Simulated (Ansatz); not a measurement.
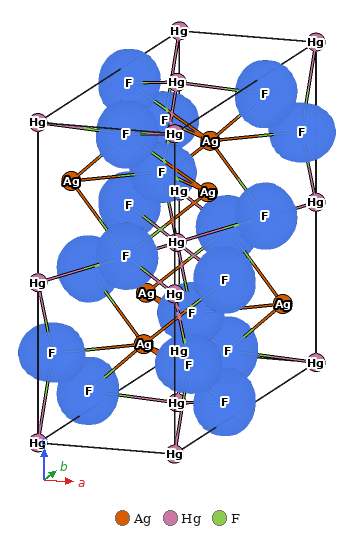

AgHgF$_{3}$. Isosurface of the electron localisation function at 0.7 (blue), seen slightly off an axis. Core shells and regions of very low density are left out. Sticks mark near contacts.

Space group Cmcm; a structure from a database of computed crystals, not necessarily the ambient phase; started from the NaFeF3-63 prototype, which need not be the ambient phase.

The calculation used DFT, r2SCAN+rVV10, plane waves, PAW in Ansatz.

```
Ag Hg F
1.0
     3.52250    0.00000    0.00000
     0.00000   10.23369    0.00000
     0.00000    0.00000    7.99734
Ag Hg F
4 4 12
Cartesian
  0.0000 7.8248 1.9993
  1.7613 2.7079 1.9993
  0.0000 2.4089 5.9980
  1.7613 7.5258 5.9980
  0.0000 0.0000 3.9987
  1.7613 5.1168 3.9987
  0.0000 0.0000 0.0000
  1.7613 5.1168 0.0000
  0.0000 1.0497 1.9993
  1.7613 6.1665 1.9993
  0.0000 9.1840 5.9980
  1.7613 4.0672 5.9980
  0.0000 6.5632 4.4743
  1.7613 1.4463 4.4743
  0.0000 3.6705 3.5231
  1.7613 8.7874 3.5231
  0.0000 6.5632 7.5217
  1.7613 1.4463 7.5217
  0.0000 3.6705 0.4756
  1.7613 8.7874 0.4756
```

### Where are the electrons localised?

At this value the surface marks out twelve regions wrapped around F (the valence shell of each), counted in one cell of 20 atoms. Any copies at cell faces, edges or corners count once.

Values along the shortest contacts:
Hg–F (2.26 Å): the ELF is about 0.10 at the midpoint: no localised pair shows between them. Ag–F (2.42 Å): the ELF is about 0.05 at the midpoint (no localised pair shows between them).
